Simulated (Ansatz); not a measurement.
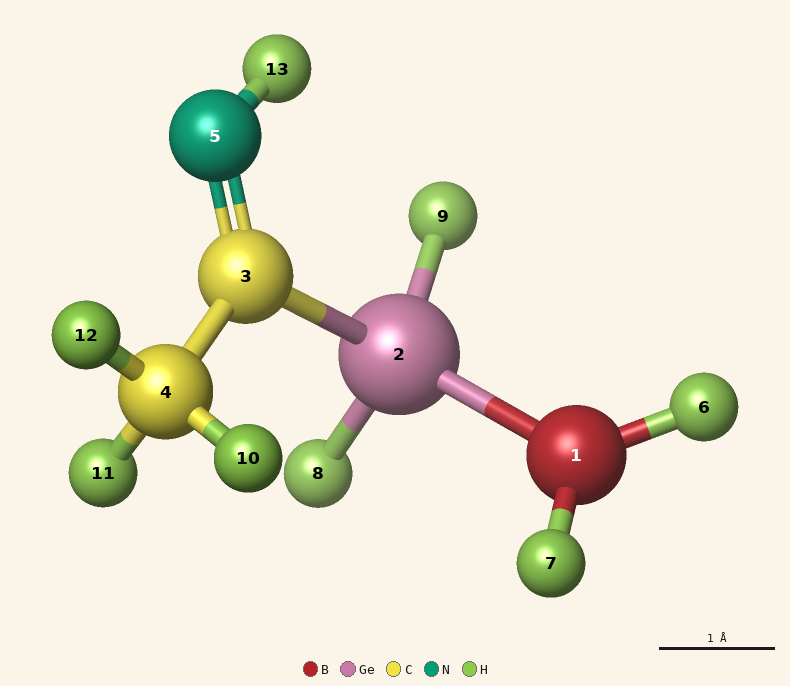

Numbered structure. The computed structure is the end point of a PBE0-D4/def2-TZVP optimisation. No frequency run is at hand to confirm it as a minimum.

List the bonds and their lengths.

| bond | length (Å) |
| --- | --- |
| B1–Ge2 | 2.052 |
| B1–H6 | 1.194 |
| B1–H7 | 1.196 |
| Ge2–C3 | 1.999 |
| Ge2–H8 | 1.544 |
| Ge2–H9 | 1.541 |
| C3–C4 | 1.496 |
| C3–N5 | 1.265 |
| C4–H10 | 1.094 |
| C4–H11 | 1.094 |
| C4–H12 | 1.091 |
| N5–H13 | 1.020 |
